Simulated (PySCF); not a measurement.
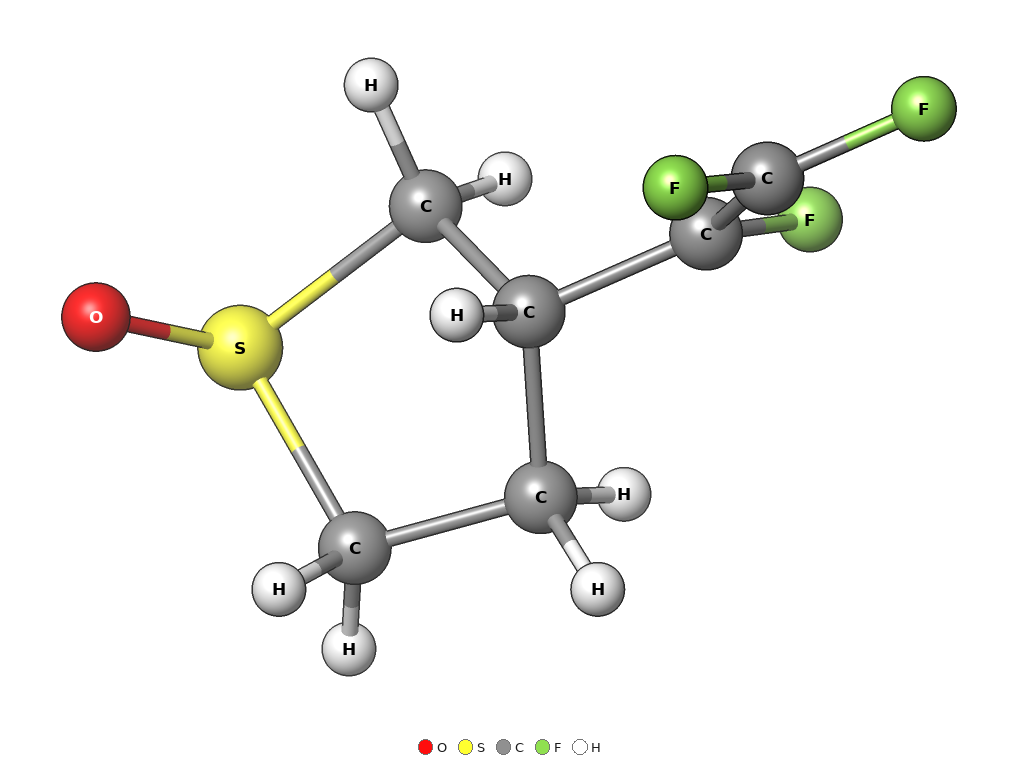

Every bond is drawn as one stick, whatever its order.

Computed geometry: GFN2-xTB optimisation. No frequency run is at hand to confirm it as a minimum.

Describe the molecule.

It has 18 atoms: 6 carbon, 7 hydrogen, 3 fluorine, 1 oxygen and 1 sulfur (C6H7F3OS). As SMILES it reads `O=[S@@]1CC[C@@H](C(F)=C(F)F)C1`. Independent rings (smallest set): 1 of 5 members. Among its groups: alkene, sulfoxide, C–F bond. The point group is C1. Coordination: 1 S trigonal pyramidal; 4 C tetrahedral; 2 C trigonal planar.

More results for the same structure follow; atom numbers are the same in all pictures, views and colours differ.

**Geometry**

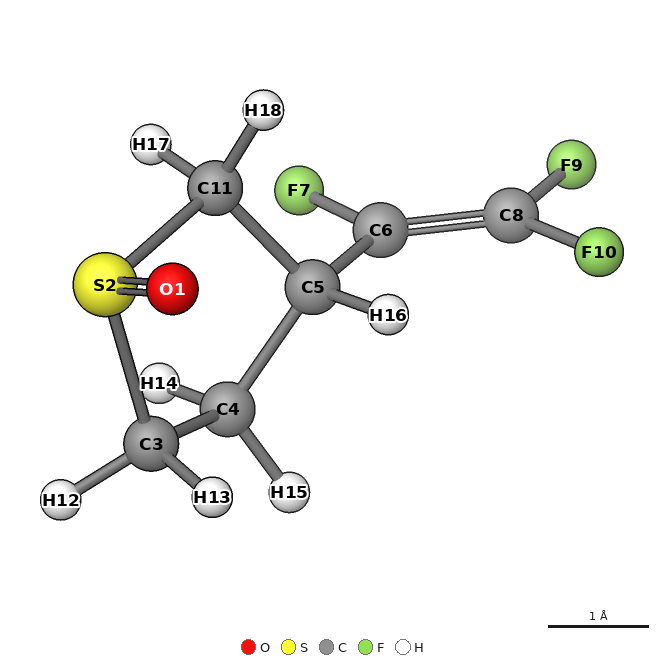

Atoms carry their numbers in the input. No frequency run is at hand to confirm it as a minimum.

List the bonds and their lengths. Leave out bonds to hydrogen.

| bond | length (Å) | order |
| --- | --- | --- |
| O1–S2 | 1.459 | double |
| S2–C3 | 1.869 | single |
| S2–C11 | 1.864 | single |
| C3–C4 | 1.514 | single |
| C4–C5 | 1.534 | single |
| C5–C6 | 1.496 | single |
| C5–C11 | 1.524 | single |
| C6–F7 | 1.349 | single |
| C6–C8 | 1.327 | double |
| C8–F9 | 1.323 | single |
| C8–F10 | 1.328 | single |

**Ring current**

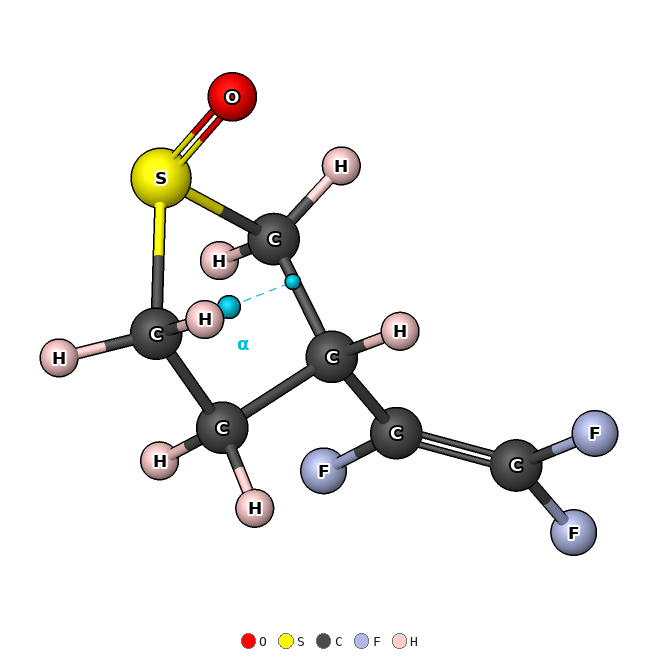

The small points mark where nucleus-independent chemical shifts (NICS) were computed: at the centre of each lettered ring and 1 Å above and below it. No frequency run is at hand to confirm it as a minimum. Level of theory: GIAO PBE0/pcSseg-1 NMR shielding, non-relativistic, gas phase (PySCF 2.14.0).

Give NICS(0), NICS(1) and the out-of-plane component NICS(1)zz for each ring (means of the two sides).

```json
{"ring": "α", "members": "C4S", "NICS(0)": "−5.1", "NICS(1)": "−3.7", "NICS(1)zz": "−2.9"}
```

Values in ppm.

What do the values say about the ring currents?

Ring α: weak, as in a non-aromatic ring. NICS is one index among several.

**NMR shielding**

The questions are on isotropic NMR shieldings of the C atoms. No frequency run is at hand to confirm it as a minimum. Level of theory: GIAO PBE0/pcSseg-1 NMR shielding, non-relativistic, gas phase (PySCF 2.14.0).

Which C atom is the most shielded (lowest chemical shift)?

C4 (152.0 ppm).

Which C atom is the least shielded (highest chemical shift)?

C8 (20.6 ppm).

How wide is the range of C shifts?

131.4 ppm.

Give the isotropic NMR shieldings of the C atoms atom by atom.

```tsv
atom	σ (ppm)
C3	121.1
C4	152.0
C5	144.8
C6	49.7
C8	20.6
C11	125.3
```

**Electronic properties**

No frequency run is at hand to confirm it as a minimum. Properties computed with PBE0/pcSseg-1, gas phase (PySCF 2.14.0).

What is the HOMO–LUMO gap?

6.80 eV.

Give the HOMO energy (Kohn–Sham orbital) at this level.

−6.71 eV.

Estimate the dipole moment.

2.84 D.

**Charges**

The questions are on Mulliken charges. No frequency run is at hand to confirm it as a minimum. Properties computed with PBE0/pcSseg-1, gas phase (PySCF 2.14.0).

Give the Mulliken charges atom by atom.

```csv
atom,value (e)
O1,−0.62
S2,0.63
C3,−0.33
C4,−0.15
C5,−0.37
C6,0.18
F7,−0.27
C8,0.57
F9,−0.24
F10,−0.24
C11,−0.27
H12,0.16
H13,0.17
H14,0.14
H15,0.15
H16,0.15
H17,0.16
H18,0.18
```

Mulliken values depend strongly on the basis set and can even reverse the polarity of a bond.
